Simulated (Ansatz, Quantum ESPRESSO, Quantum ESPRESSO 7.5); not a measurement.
## Work function of Ba(100), 5 layers, one monolayer of Au on top sites

Wanted: work functions and the surface dipole of Ba(100), 5 layers, one monolayer of Au on top sites at several levels, with their cost.

Calculated with Quantum ESPRESSO 7.5; plane-wave DFT, PBE, GBRV ultrasoft pseudopotentials (geometry and cross-check by Ansatz 0.2.0 with PAW datasets; geometry under PBE).

## 1. The starting structure

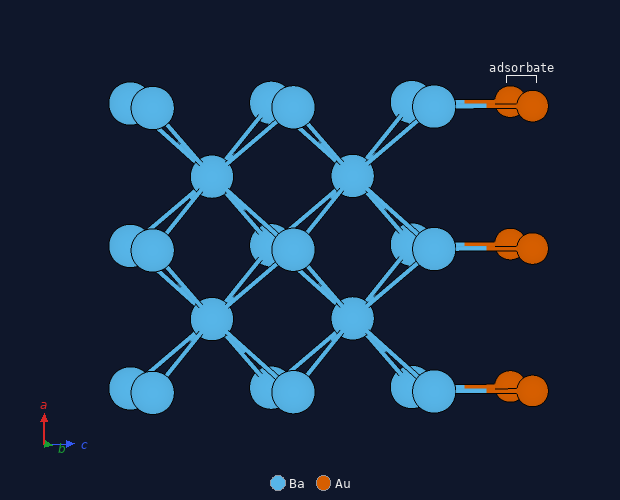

Start, viewed from the side, with the c axis across the page; barium blue, gold orange. 2×1×1 cells are drawn. Some periodic images of atoms are drawn too.

The cell holds 6 atoms: 5 Ba and 1 Au. Cell: a = 5.020 Å, b = 5.020 Å, c = 29.040 Å, α = 90.0°, β = 90.0°, γ = 90.0°. It derives from Ba. Vacuum lies along c.

Coordinates:

```cif
data_structure
_symmetry_space_group_name_H-M 'P 1'
_symmetry_Int_Tables_number 1
_cell_length_a 5.0200
_cell_length_b 5.0200
_cell_length_c 29.0400
_cell_angle_alpha 90.000
_cell_angle_beta 90.000
_cell_angle_gamma 90.000
_cell_volume 731.82
loop_
_atom_site_label
_atom_site_type_symbol
_atom_site_fract_x
_atom_site_fract_y
_atom_site_fract_z
_atom_site_occupancy
Ba1 Ba 0.00000 0.00000 0.28581 1
Ba2 Ba 0.50000 0.50000 0.37225 1
Ba3 Ba 0.00000 0.00000 0.45868 1
Ba4 Ba 0.50000 0.50000 0.54511 1
Ba5 Ba 0.00000 0.00000 0.63154 1
Au6 Au 0.00000 0.00000 0.75241 1
```

## 2. Relaxation with Ansatz

The geometry comes first, from a plane-wave PAW code, so that the later runs on this slab share one structure.

Contents of input.yaml:

```yaml
crystal:
  lattice:
    - [5.02, 0.0, 0.0]
    - [0.0, 5.02, 0.0]
    - [0.0, 0.0, 29.04]
  atoms:
    - { symbol: Ba, position: [0.0, 0.0, 0.2858126722] }
    - { symbol: Ba, position: [0.5, 0.5, 0.3722451791] }
    - { symbol: Ba, position: [0.0, 0.0, 0.458677686] }
    - { symbol: Ba, position: [0.5, 0.5, 0.5451101928] }
    - { symbol: Ba, position: [0.0, 0.0, 0.6315426997] }
    - { symbol: Au, position: [0.0, 0.0, 0.7524104683] }
kpoints:
  mp_grid: { grid: [6, 6, 1] }
hamiltonian:
  xc: pbe
scf:
  occupations: { method: fermi_dirac, width: 0.1 }
  convergence: { dr2_threshold: 1.0e-08 }
efield:
  axis: 3
  dipole_correction: true
  ramp_position: 0.97
  ramp_width: 0.04
relax:
  f_tol: 0.01
  constraints: [{ sites: [0, 1, 2] }]
output:
  write_potential: true
  write_density: true
  volumetric_format: npy
```

On the command line:

```console
ansatz run input.yaml --threads 4 --pin off --max-ram 8192MiB --backend cpu --events-out ev --progress --plain --runs-dir out
```

Numbers of over 12 decimals in the logs are rounded to 6 here.

What it wrote:

```text
Engine: ansatz 0.2.0, x86_64-unknown-linux-gnu
Pseudopotentials: kind: paw
Pseudopotential: Ba, paw, valence charge 10, recommended cutoff 420 eV (normal), Ba.paw.azcp
Pseudopotential: Au, paw, valence charge 19, recommended cutoff 420 eV (normal), Au.paw.azcp
Functional definition: PBE
  parameter kappa = 0.804
  parameter beta = 0.066725
  exchange = pbe_x(kappa = kappa, mu = beta*pi^2/3)
  correlation = pbe_c(beta = beta)
Crystal: 6 atoms, lattice volume = 731.820 Å³
Basis set: ecut = 420 eV, 14325 PW (Γ), exchange–correlation on 72×72×400 points (8 copies of the dense FFT grid, shifted against one another)
Bands: 42, of which v1, the nominal top of the filled ones, is band 35 counted from 1 (34 counted from 0)
Symmetry: 8 space group operations
Space group: P4mm (ITA 99), of the structure as read, at distance tolerance 9.0e-5 Å
k-points: 10 of 36
Non-local potential: Ba, projectors of the file, l = 0: 3, l = 1: 2, l = 2: 2, l = 3: 2
Non-local potential: Au, projectors of the file, l = 0: 3, l = 1: 2, l = 2: 2, l = 3: 1
PAW form: soft (Blöchl's): semilocal exchange-correlation on the pseudo side does not see the compensation charge
PAW one-centre angular grid: Ba, 194 points (default); XC on 64 Gauss nodes
PAW one-centre angular grid: Au, 590 points (default); XC on 64 Gauss nodes
Initial density: superposition of atomic densities (neutral atoms: chi_scale 0, normalization atom), corrected by the library's trained network
Initial wavefunctions: pseudopotential atomic-orbital guess
Functional: x = pbe(κ = 0.804, μ = 0.219515), c = pbe(β = 0.066725)
SCF iter   1: F=—  HF=-42895.496526 eV  |F-HF|=—  |Δ(HF+E_count)|=         —  Δρ=1.48e-2  dr2=3.72e1  ethr=1.77e-3  p=-0.658 e·Å  D=-1.63e-1 V/Å  ΔV_dip=4.73 eV  dr2_dipole=2.62e1  V_vac-E_F(+/−)=6.86/2.14 eV  ⟨swp⟩=18.3  Hψ=6485  notcnv=0
efield: sawtooth ramp at fractional position 0.9700 (set: `efield.ramp_position`, or a place that a band, a saddle search or an elastic batch's reference lends), width 0.0400; the density the first Hamiltonian is built on has a dipole p = -0.658 e·Å; the dipole correction subtracts the counter field D = -1.63e-1 V/Å, which shifts the + side's vacuum level by +4.73 eV against the − side's; the planar-averaged density in the ramp window peaks in size at 1.9e-5 e/Å³
automatic band count: the SCF goes on with 49 bands, as 42 were too few: the levels above may hold too much charge
preconditioner: auto → LDOS  [metal: Δε(μ)=0.028 eV  Ē_g=1.734 eV  σ=0.100 eV  W_gap=0.07  n_scr=88 (ndim 8)  ℏωp=6.3 eV  f_vac=0.425  D(μ)=11.98/eV (n_scr^D=58)  β→1.0]
SCF iter   2: F=—  HF=-42894.962993 eV  |F-HF|=—  |Δ(HF+E_count)|=   5.34e-1  Δρ=1.17e-2  dr2=9.25e-1  ethr=1.77e-3  p=-0.441 e·Å  D=-1.09e-1 V/Å  ΔV_dip=3.16 eV  dr2_dipole=1.77e-2  V_vac-E_F(+/−)=5.45/2.29 eV  ⟨swp⟩=4.0  Hψ=1154  notcnv=0
SCF iter   3: F=—  HF=-42894.767893 eV  |F-HF|=—  |Δ(HF+E_count)|=   1.95e-1  Δρ=3.30e-3  dr2=5.89e-2  ethr=1.34e-3  p=-0.471 e·Å  D=-1.16e-1 V/Å  ΔV_dip=3.38 eV  dr2_dipole=7.74e-4  V_vac-E_F(+/−)=5.70/2.31 eV  ⟨swp⟩=2.1  Hψ=957  notcnv=0
SCF iter   4: F=—  HF=-42894.772894 eV  |F-HF|=—  |Δ(HF+E_count)|=   5.00e-3  Δρ=8.05e-4  dr2=7.87e-3  ethr=8.54e-5  p=-0.478 e·Å  D=-1.18e-1 V/Å  ΔV_dip=3.44 eV  dr2_dipole=3.87e-4  V_vac-E_F(+/−)=5.78/2.34 eV  ⟨swp⟩=2.1  Hψ=1004  notcnv=0
SCF iter   5: F=—  HF=-42894.774727 eV  |F-HF|=—  |Δ(HF+E_count)|=   1.83e-3  Δρ=2.34e-4  dr2=1.49e-3  ethr=1.14e-5  p=-0.481 e·Å  D=-1.19e-1 V/Å  ΔV_dip=3.46 eV  dr2_dipole=2.26e-4  V_vac-E_F(+/−)=5.81/2.35 eV  ⟨swp⟩=2.0  Hψ=599  notcnv=0
SCF iter   6: F=—  HF=-42894.774989 eV  |F-HF|=—  |Δ(HF+E_count)|=   2.62e-4  Δρ=9.74e-5  dr2=2.11e-4  ethr=2.16e-6  p=-0.483 e·Å  D=-1.20e-1 V/Å  ΔV_dip=3.47 eV  dr2_dipole=6.58e-6  V_vac-E_F(+/−)=5.82/2.35 eV  ⟨swp⟩=2.0  Hψ=848  notcnv=0
SCF iter   7: F=—  HF=-42894.775027 eV  |F-HF|=—  |Δ(HF+E_count)|=   3.75e-5  Δρ=3.39e-5  dr2=4.71e-5  ethr=3.05e-7  p=-0.483 e·Å  D=-1.20e-1 V/Å  ΔV_dip=3.47 eV  dr2_dipole=1.06e-5  V_vac-E_F(+/−)=5.83/2.36 eV  ⟨swp⟩=2.0  Hψ=621  notcnv=0
SCF iter   8: F=—  HF=-42894.775047 eV  |F-HF|=—  |Δ(HF+E_count)|=   2.00e-5  Δρ=1.52e-5  dr2=1.72e-5  ethr=6.83e-8  p=-0.483 e·Å  D=-1.19e-1 V/Å  ΔV_dip=3.47 eV  dr2_dipole=9.37e-6  V_vac-E_F(+/−)=5.83/2.36 eV  ⟨swp⟩=2.0  Hψ=626  notcnv=0
SCF iter   9: F=—  HF=-42894.775054 eV  |F-HF|=—  |Δ(HF+E_count)|=   7.07e-6  Δρ=5.74e-6  dr2=1.31e-6  ethr=2.49e-8  p=-0.483 e·Å  D=-1.19e-1 V/Å  ΔV_dip=3.47 eV  dr2_dipole=3.78e-7  V_vac-E_F(+/−)=5.83/2.36 eV  ⟨swp⟩=1.5  Hψ=529  notcnv=0
SCF iter  10: F=—  HF=-42894.774996 eV  |F-HF|=—  |Δ(HF+E_count)|=   5.83e-5  Δρ=2.06e-6  dr2=8.31e-8  ethr=1.90e-9  p=-0.483 e·Å  D=-1.19e-1 V/Å  ΔV_dip=3.47 eV  dr2_dipole=1.85e-8  V_vac-E_F(+/−)=5.83/2.36 eV  ⟨swp⟩=2.0  Hψ=883  notcnv=0
SCF iter  11: F=—  HF=-42894.774996 eV  |F-HF|=—  |Δ(HF+E_count)|=   8.63e-8  Δρ=8.52e-7  dr2=1.25e-8  ethr=1.45e-11  p=-0.483 e·Å  D=-1.19e-1 V/Å  ΔV_dip=3.47 eV  dr2_dipole=7.93e-10  V_vac-E_F(+/−)=5.83/2.36 eV  ⟨swp⟩=11.1  Hψ=3675  notcnv=0
SCF iter  12: F=-42894.774996 eV  HF=-42894.774996 eV  |F-HF|=3.86e-10  |Δ(HF+E_count)|=   6.13e-9  Δρ=2.86e-7  dr2=1.62e-9  ethr=1.45e-11  p=-0.483 e·Å  D=-1.19e-1 V/Å  ΔV_dip=3.47 eV  dr2_dipole=5.03e-11  V_vac-E_F(+/−)=5.83/2.36 eV  ⟨swp⟩=10.4  Hψ=3202  notcnv=0
SCF 1 converged in 12 iterations: F = -42894.774996 eV  dr2 = 1.62e-9
  greatest PAW one-centre occupation: 1.000 electrons in one spin orbital (limit 2), on the Au atom at site 5 (counted from 0), in its partial waves of l = 0
relax step   1: F+E_penalty+E_count = -42894.77499566 eV  Δ(F+E_penalty+E_count) = +0.000e0 eV  max|allowed force component| = 1.356e0 eV/Å  Δτ_max = 0.0000 Å  (12 SCF iters, accepted)
Bands: 49, of which v1, the nominal top of the filled ones, is band 35 counted from 1 (34 counted from 0)
Initial density: handed on by an earlier stage of this run
Initial wavefunctions: those handed on with the density
iter 1 solved again at ethr=4.53e-4 eV; its pass at ethr=3.10e-3 eV (dr2=3.13e-1 eV) is discarded
SCF iter   1: F=—  HF=-42895.000313 eV  |F-HF|=—  |Δ(HF+E_count)|=         —  Δρ=1.53e-3  dr2=2.78e-1  ethr=4.53e-4  p=-0.483 e·Å  D=-1.19e-1 V/Å  ΔV_dip=3.47 eV  dr2_dipole=1.02e-1  V_vac-E_F(+/−)=5.80/2.33 eV  ⟨swp⟩=1.1  Hψ=2032  notcnv=0
[...]
SCF iter  12: F=-42895.376656 eV  HF=-42895.376656 eV  |F-HF|=1.53e-9  |Δ(HF+E_count)|=   1.78e-9  Δρ=3.03e-7  dr2=1.95e-9  ethr=1.45e-11  p=-0.451 e·Å  D=-1.11e-1 V/Å  ΔV_dip=3.24 eV  dr2_dipole=1.37e-10  V_vac-E_F(+/−)=5.59/2.36 eV  ⟨swp⟩=10.1  Hψ=3413  notcnv=0
SCF 3 converged in 12 iterations: F = -42895.376656 eV  dr2 = 1.95e-9
relax step   3: F+E_penalty+E_count = -42895.37665626 eV  Δ(F+E_penalty+E_count) = -3.870e-1 eV  max|allowed force component| = 8.479e-1 eV/Å  Δτ_max = 0.1941 Å  (12 SCF iters, accepted)
[...]
relax step   4: F+E_penalty+E_count = -42895.37271018 eV  Δ(F+E_penalty+E_count) = +3.946e-3 eV  max|allowed force component| = 1.264e0 eV/Å  Δτ_max = 0.1949 Å  (13 SCF iters, rejected (line search))
[...]
relax step   5: F+E_penalty+E_count = -42895.45456277 eV  Δ(F+E_penalty+E_count) = -7.791e-2 eV  max|allowed force component| = 3.768e-1 eV/Å  Δτ_max = 0.0946 Å  (11 SCF iters, accepted)
[...]
relax step   6: F+E_penalty+E_count = -42895.46740746 eV  Δ(F+E_penalty+E_count) = -1.284e-2 eV  max|allowed force component| = 1.745e-1 eV/Å  Δτ_max = 0.0968 Å  (10 SCF iters, accepted)
[...]
relax step   7: F+E_penalty+E_count = -42895.47317944 eV  Δ(F+E_penalty+E_count) = -5.772e-3 eV  max|allowed force component| = 6.821e-2 eV/Å  Δτ_max = 0.1500 Å  (10 SCF iters, accepted)
[...]
relax step   8: F+E_penalty+E_count = -42895.47652876 eV  Δ(F+E_penalty+E_count) = -3.349e-3 eV  max|allowed force component| = 2.631e-2 eV/Å  Δτ_max = 0.1338 Å  (10 SCF iters, accepted)
SCF iter   1: F=—  HF=-42895.476762 eV  |F-HF|=—  |Δ(HF+E_count)|=         —  Δρ=3.26e-4  dr2=2.73e-3  ethr=2.07e-5  p=-0.415 e·Å  D=-1.03e-1 V/Å  ΔV_dip=2.98 eV  dr2_dipole=1.31e-3  V_vac-E_F(+/−)=5.34/2.36 eV  ⟨swp⟩=3.1  Hψ=1013  notcnv=0
efield: sawtooth ramp at fractional position 0.9700 (set: `efield.ramp_position`, or a place that a band, a saddle search or an elastic batch's reference lends), width 0.0400; the density the first Hamiltonian is built on has a dipole p = -0.415 e·Å; the dipole correction subtracts the counter field D = -1.03e-1 V/Å, which shifts the + side's vacuum level by +2.98 eV against the − side's; the planar-averaged density in the ramp window peaks in size at 3.3e-6 e/Å³
preconditioner: auto → LDOS  [metal: Δε(μ)=0.041 eV  Ē_g=2.747 eV  σ=0.100 eV  W_gap=0.10  n_scr=88 (ndim 8)  ℏωp=6.3 eV  f_vac=0.420  D(μ)=9.46/eV (n_scr^D=50)  β→1.0]
SCF iter   2: F=—  HF=-42895.476746 eV  |F-HF|=—  |Δ(HF+E_count)|=   1.61e-5  Δρ=2.11e-4  dr2=6.51e-4  ethr=3.96e-6  p=-0.413 e·Å  D=-1.02e-1 V/Å  ΔV_dip=2.97 eV  dr2_dipole=8.57e-5  V_vac-E_F(+/−)=5.33/2.36 eV  ⟨swp⟩=2.0  Hψ=688  notcnv=0
SCF iter   3: F=—  HF=-42895.476676 eV  |F-HF|=—  |Δ(HF+E_count)|=   7.01e-5  Δρ=1.28e-4  dr2=1.73e-4  ethr=9.43e-7  p=-0.414 e·Å  D=-1.02e-1 V/Å  ΔV_dip=2.98 eV  dr2_dipole=5.85e-6  V_vac-E_F(+/−)=5.34/2.36 eV  ⟨swp⟩=2.0  Hψ=790  notcnv=0
SCF iter   4: F=—  HF=-42895.476639 eV  |F-HF|=—  |Δ(HF+E_count)|=   3.63e-5  Δρ=1.50e-5  dr2=7.81e-6  ethr=2.51e-7  p=-0.414 e·Å  D=-1.02e-1 V/Å  ΔV_dip=2.97 eV  dr2_dipole=2.95e-6  V_vac-E_F(+/−)=5.34/2.36 eV  ⟨swp⟩=2.0  Hψ=788  notcnv=0
SCF iter   5: F=—  HF=-42895.476600 eV  |F-HF|=—  |Δ(HF+E_count)|=   3.95e-5  Δρ=7.70e-6  dr2=2.06e-6  ethr=1.13e-8  p=-0.414 e·Å  D=-1.02e-1 V/Å  ΔV_dip=2.97 eV  dr2_dipole=1.04e-6  V_vac-E_F(+/−)=5.34/2.36 eV  ⟨swp⟩=2.0  Hψ=807  notcnv=0
SCF iter   6: F=—  HF=-42895.476600 eV  |F-HF|=—  |Δ(HF+E_count)|=   1.97e-7  Δρ=3.31e-6  dr2=3.76e-7  ethr=2.99e-9  p=-0.414 e·Å  D=-1.02e-1 V/Å  ΔV_dip=2.97 eV  dr2_dipole=3.33e-8  V_vac-E_F(+/−)=5.34/2.36 eV  ⟨swp⟩=2.0  Hψ=661  notcnv=0
SCF iter   7: F=—  HF=-42895.476600 eV  |F-HF|=—  |Δ(HF+E_count)|=   1.04e-9  Δρ=1.29e-6  dr2=4.69e-8  ethr=5.45e-10  p=-0.414 e·Å  D=-1.02e-1 V/Å  ΔV_dip=2.97 eV  dr2_dipole=8.82e-13  V_vac-E_F(+/−)=5.34/2.36 eV  ⟨swp⟩=2.0  Hψ=640  notcnv=0
SCF iter   8: F=-42895.476600 eV  HF=-42895.476600 eV  |F-HF|=3.73e-9  |Δ(HF+E_count)|=   1.16e-8  Δρ=4.10e-7  dr2=6.04e-9  ethr=1.45e-11  p=-0.414 e·Å  D=-1.02e-1 V/Å  ΔV_dip=2.97 eV  dr2_dipole=5.63e-10  V_vac-E_F(+/−)=5.34/2.36 eV  ⟨swp⟩=10.4  Hψ=3843  notcnv=0
SCF 9 converged in 8 iterations: F = -42895.476600 eV  dr2 = 6.04e-9
relax step   9: F+E_penalty+E_count = -42895.47659991 eV  Δ(F+E_penalty+E_count) = -7.115e-5 eV  max|allowed force component| = 1.413e-3 eV/Å  Δτ_max = 0.0147 Å  (8 SCF iters, accepted)
NSCF: frozen V_eff on 10 k-points
the band table was solved once a step of the walk had ended and its energy, with any forces and stress, was formed, with the checks that follow a solve (2384 applications of the Hamiltonian). They found nothing against the state; the energy, forces and stress were not computed again (output.eigenvalues in the input reference)
WARN: The output density's exchange-correlation potential varies sharply where the density is thin. Do not read a vacuum level from v_tot or v_xc, or from such a field of the output density. On a cell that repeats whose density bears no net charge and no dipole along the vacuum's axis use v_es (v_loc + v_h of the components); under efield.dipole_correction with no amplitude use v_es + v_field, which holds any externa [...]
SCF converged after 8 iterations
Free energy (F): -42895.476600 eV
Harris-Foulkes:  -42895.476600 eV  (|F-HF|=3.73e-9)
Internal energy: -42895.170134 eV  (E = F + TS)
E sigma→0 (E₀):  -42895.323367 eV
Entropy (-TS):   -0.306466 eV (-51.078 meV/atom)
Fermi energy:    1.001953 eV
Dipole field:    D = -0.102459 V/Å  (p = -0.414372 e·Å, saw-weighted, corrected)
Work function:   Φ+ = 5.3362 eV   Φ− = 2.3607 eV
Levels:          The Fermi level and band energies are counted from a zero that moves with the ramp; work functions are not
--- Per-component energies (eV) ---
  E_band       = -1217.933758
  E_kinetic    = 1437.392984
  E_local      = -20065.826284  (includes V_loc(G=0)·N_el)
  E_nonlocal   = 358.226867
  E_hartree    = 9261.599791
  E_xc         = -1058.206075
  E_vxc        = -939.418897  (∫ρ·V_xc dr)
  E_paw        = -35836.470954  (= ΣΔE_a)
  E_vpaw       = -542.726317  (= ΣTr[D̂ρ^β])
  E_aug_tail   = 0.001414  (compensation charges beyond the density's cutoff)
  E_efield     = 0.021228  (sawtooth field / dipole correction)
  E_vefield    = 11.218744  (∫n·V_field dr)
  E_ewald      = 3008.090896
  E_smearing   = -0.306466  (= −TS)
  E_closure    = -0.000000  (closes the sum)
  Σ components = -42895.476600   (vs F -42895.476600, Δ=0.00e0)
--- Forces (eV/Å), atoms counted from 1 ---
  atom   1  Ba     0.00000000     0.00000000    -0.06698270
  atom   2  Ba    -0.00000000     0.00000000     0.15606259
  atom   3  Ba     0.00000000     0.00000000    -0.08926463
  atom   4  Ba     0.00000000     0.00000000     0.00021288
  atom   5  Ba     0.00000000     0.00000000     0.00137106
  atom   6  Au    -0.00000000     0.00000000    -0.00141327
  max |Σ_I F_I| component: 1.41e-5 eV/Å
--- Band table (eV; the first three rows and the last of 10) ---
  k-point 0: bands = [... 31 lower, -0.5039, 0.1054, 0.5653, 0.6334, 0.7159, 1.1100, 1.7363, 1.8257, ... 10 higher]
  k-point 1: bands = [... 31 lower, -0.3758, 0.2073, 0.6598, 0.7879, 0.8641, 1.1888, 1.6945, 1.8300, ... 10 higher]
  k-point 2: bands = [... 31 lower, -0.0842, 0.3168, 0.6498, 0.9628, 1.1754, 1.4704, 1.6812, 1.8583, ... 10 higher]
  k-point 9: bands = [... 31 lower, 0.4767, 1.0057, 1.0825, 1.3662, 1.3662, 1.4783, 1.5044, 1.5044, ... 10 higher]
--- Relaxed structure (9 steps of the walk, 8 accepted, 0 SCFs on fresh bases) ---
  F+E_penalty+E_count = -42895.47659991 eV   max|allowed force component| = 1.413e-3 eV/Å
  atoms:
    - { symbol: Ba, position: [0.0, 0.0, 0.2858126722] }
    - { symbol: Ba, position: [0.5, 0.5, 0.3722451791] }
    - { symbol: Ba, position: [0.0, 0.0, 0.458677686] }
    - { symbol: Ba, position: [0.5, 0.5, 0.547303] }
    - { symbol: Ba, position: [0, 0.0, 0.658330] }
    - { symbol: Au, position: [0, 0.0, 0.754871] }
```

The job ended after 1.8 min (4 threads of Intel Xeon Platinum 8259CL at 2.50GHz (Skylake/Cascade Lake), shared host; peak memory 1.3 GiB; 6.6 min of CPU time).

Relaxation path:

| step | energy less that of the first step (eV) | largest force component (eV/Å) |
| --- | --- | --- |
| 1 | 0.0000 | 1.3564 |
| 2 | -0.2147 | 1.3015 |
| 3 | -0.6017 | 0.8479 |
| 4 | -0.5977 | 1.2642 |
| 5 | -0.6796 | 0.3768 |
| 6 | -0.6924 | 0.1745 |
| 7 | -0.6982 | 0.0682 |
| 8 | -0.7015 | 0.0263 |
| 9 | -0.7016 | 0.0014 |

Relaxation step 4 was tried and not accepted.

Forces are held to the 8 operations that the run works with; a distortion that breaks them can't arise in this run.

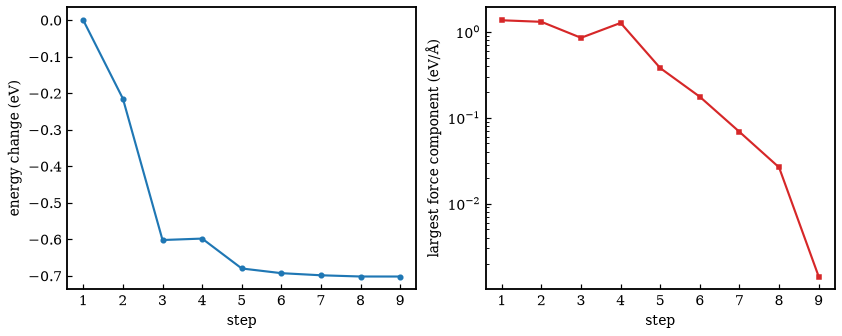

Energy and largest force along the relaxation.

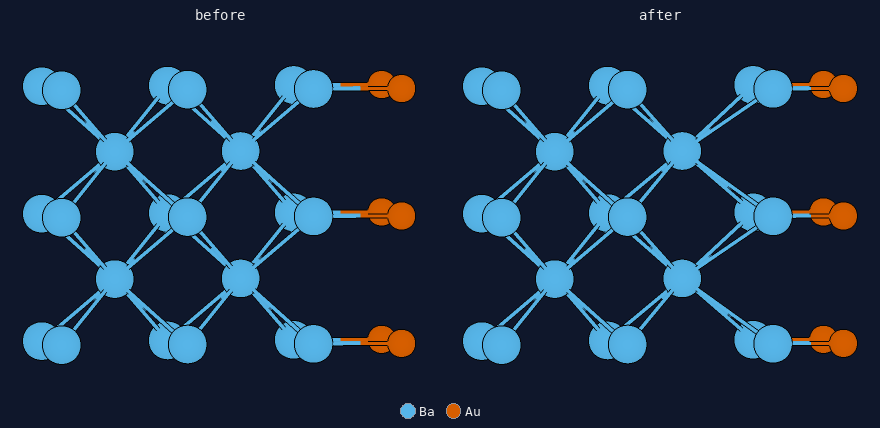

Before and after, at one scale.

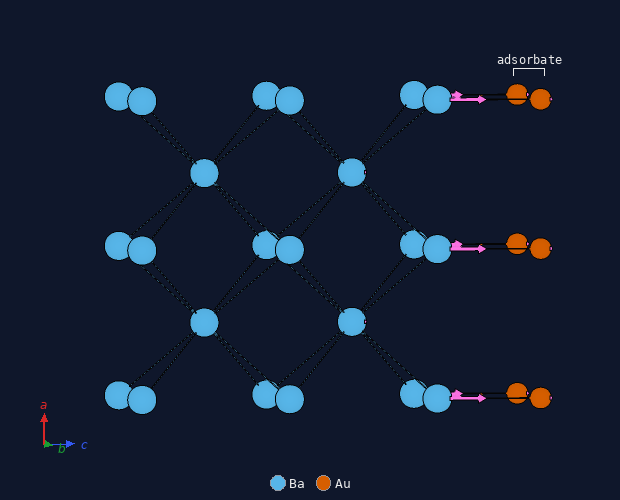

Displacements in the relaxation, exaggerated; the longest in the cell stands for 0.78 Å. 2×1×1 cells are drawn. Some periodic images of atoms are drawn too.

The atoms that moved most (Å):

| atom | dx | dy | dz | length |
| --- | --- | --- | --- | --- |
| Ba5 | 0.000 | 0.000 | 0.778 | 0.778 |
| Au6 | 0.000 | 0.000 | 0.071 | 0.071 |
| Ba4 | 0.000 | 0.000 | 0.064 | 0.064 |

Final coordinates:

```xyz
6
Lattice="5.0200 0.0000 0.0000 0.0000 5.0200 0.0000 0.0000 0.0000 29.0400" Properties=species:S:1:pos:R:3
Ba    0.0000    0.0000    8.3000
Ba    2.5100    2.5100   10.8100
Ba    0.0000    0.0000   13.3200
Ba    2.5100    2.5100   15.8937
Ba    0.0000    0.0000   19.1179
Au    0.0000    0.0000   21.9215
```

The relaxation lowers the energy by 117 meV an atom. Held were the atoms numbered 1, 2 and 3; the forces quoted are those on the free ones.

Read from the output:

| Quantity | Value |
| --- | --- |
| free energy | -42895.4766 eV |
| energy at zero smearing | -42895.3234 eV |
| smearing term TS | 0.3065 eV |
| Fermi energy | 1.002 eV |
| symmetry operations | 8 |
| work function of the upper face | 5.336 eV |
| work function of the lower face | 2.361 eV |
| dipole along the normal | -0.4144 e·Å |

[end of part 1 of 6]

[Logs are printed without paths, hosts, clocks, repeated set-up lines and the standing remarks that a program may print on its own settings, such as how far it seeks lower states.]

[Hosts, paths, dates, database ids (printed as entryN), source tags and the programs' standing remarks are cut or masked in the printed files.]

[Maps of the electrostatic potential energy from Ansatz leave out the sawtooth potential of an applied field or a dipole correction, so their vacuum need not be flat; planar profiles and work functions include it.]
